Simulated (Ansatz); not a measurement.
| atom | x (Å) | y (Å) | z (Å) |
| --- | --- | --- | --- |
| F | -2.1637 | 0.3404 | -0.0751 |
| Si | -0.5684 | 0.6378 | 0.0692 |
| Si | 0.1402 | -0.0304 | 2.1928 |
| O | 0.2619 | -0.2971 | -1.0092 |
| As | 0.3473 | -0.1193 | -2.8115 |
| H | -0.4005 | 2.0893 | -0.2390 |
| H | 1.6075 | 0.2250 | 2.3271 |
| H | -0.1263 | -1.4892 | 2.3743 |
| H | -0.5818 | 0.7380 | 3.2534 |
| H | 1.7757 | -0.6509 | -2.9277 |
| H | -0.2264 | -1.5004 | -3.1338 |

All numbers below come from Ansatz, RKS PBE0-D4/def2-SVP.

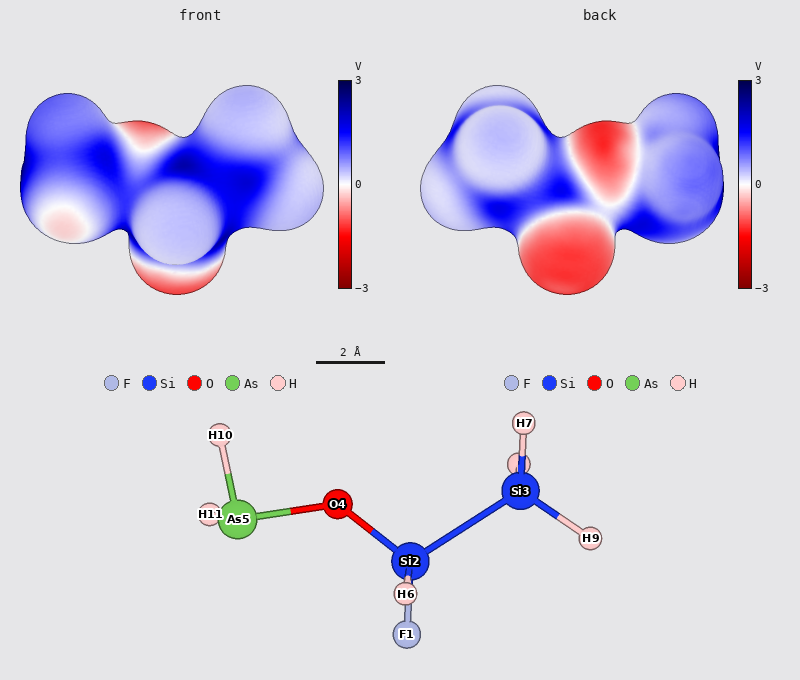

AsFH6OSi2 (SMILES F[SiH]([SiH3])O[AsH2]). The molecular electrostatic potential painted on the density surface at 0.004 e/bohr³, seen from the front and from behind; red is negative and blue positive. The bare structure is drawn below in the same view.

Q: Describe the electrostatic potential map.

A: The most negative region (about −1.2 V) lies over F1 and O4, the most positive (about +2.6 V) over As5.
